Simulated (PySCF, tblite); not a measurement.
C₆H₈O₂Si, SMILES O=CCC1=C[SiH2]C=CO1, geometry in Å:

```xyz
17

O     -3.6363     0.5913     0.4098
C     -2.6577     0.7393    -0.2631
C     -1.8378    -0.3732    -0.8613
C     -0.4213    -0.2617    -0.3403
C      0.0762    -1.0484     0.6144
Si     1.8236    -0.8704     1.2536
C      2.3249     0.5911     0.2017
C      1.4872     1.1328    -0.6786
O      0.2176     0.7626    -0.9712
H     -2.2538     1.7449    -0.4866
H     -2.2712    -1.3390    -0.6050
H     -1.8244    -0.2395    -1.9454
H     -0.5818    -1.8049     1.0123
H      1.8636    -0.5692     2.6912
H      2.6340    -2.0658     0.9780
H      3.3025     1.0394     0.2817
H      1.7477     1.9827    -1.3011
```

GIAO shifts, PBE0/pcSseg-1 in PySCF 2.14.0, at a GFN2-xTB geometry (a minimum by its frequencies), against TMS for ²⁹Si and TMS for ¹³C computed at the same level. Gas phase, fully decoupled, line heights follow the number of nuclei, widths are arbitrary (no quadrupolar broadening); values of one conformer, averaged over nuclei that symmetry or rotation about single bonds exchange, these motions taken as fast; other conformers aren't averaged in.

**Which ²⁹Si signals does it give?**

1 signal.


| δ (ppm) | nuclei | atoms |
| --- | --- | --- |
| −81.9 | 1 | Si6 |

**How many ¹³C lines appear, and where?**

6 signals.


```csv
δ (ppm),nuclei,atoms
199.9,1,C2
164.3,1,C4
161.3,1,C8
100.0,1,C5
98.8,1,C7
60.1,1,C3
```

The order of signals that lie close, as those under 2 ppm apart, is within the error of the method.

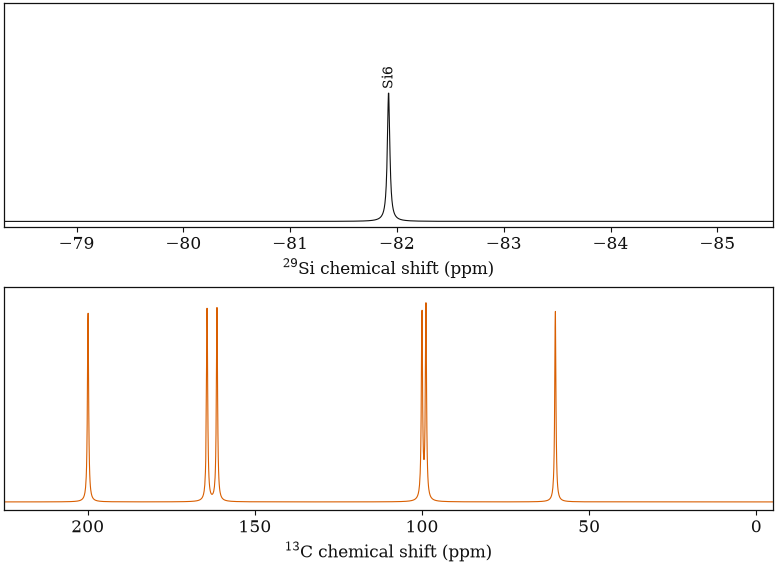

Known limits of this run: the tight-binding geometry is rougher than a DFT one and adds to the error.
